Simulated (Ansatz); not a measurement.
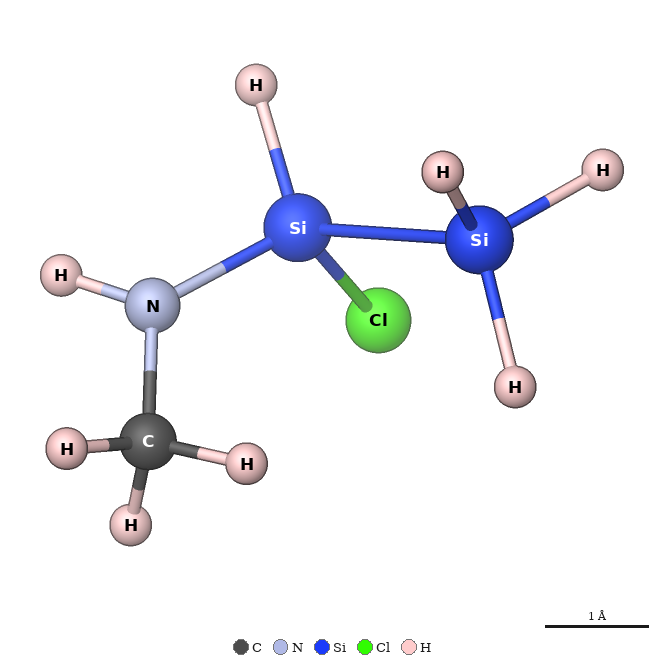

Atoms fade into the background with distance from the viewer. The geometry was computed by an optimisation with PBE-D4/def2-SVP. No frequency run is at hand to confirm it as a minimum. Masses are those of the most abundant isotopes; constants are for the rigid equilibrium geometry.

What kind of rotor is it, and what are its rotational constants in GHz?

An asymmetric top (C1): A = 2.06, B = 1.96, C = 1.21 GHz. Ray's parameter κ is 0.77, nearer the oblate limit.
